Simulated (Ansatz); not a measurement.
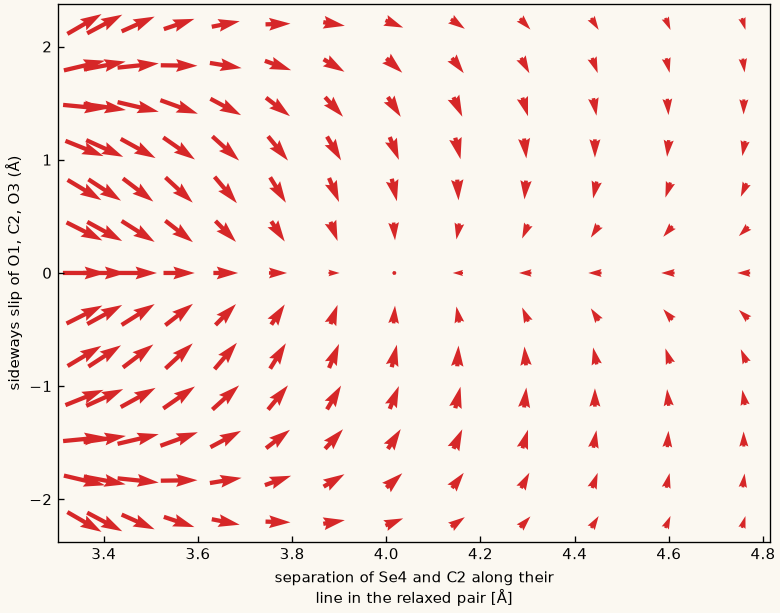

The pair CO₂···H₂Se. The first coordinate is: separation of Se4 and C2 along their line in the relaxed pair; the second: sideways slip of O1, C2, O3. Nothing is relaxed (both partners rigid). The scan uses a 13 × 13 grid. Points are written as (first, second). Theory: RHF/def2-SVPD (Ansatz).

Drawn: arrows along the force (downhill), their lengths compressed.

> The arrows alone are given. Where is the energy lowest?

The arrows converge at about (3.998 Å, 0.00 Å) (read from the interpolated surface).

The energy map of the same scan:

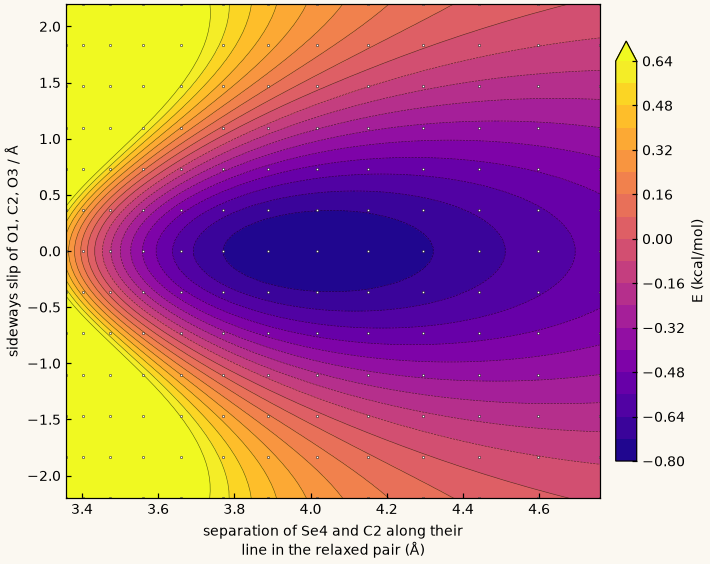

Energies are in kcal/mol, from the two partners far apart, frozen as in the relaxed pair, each in its own basis (no counterpoise correction); between grid points the surface is interpolated.
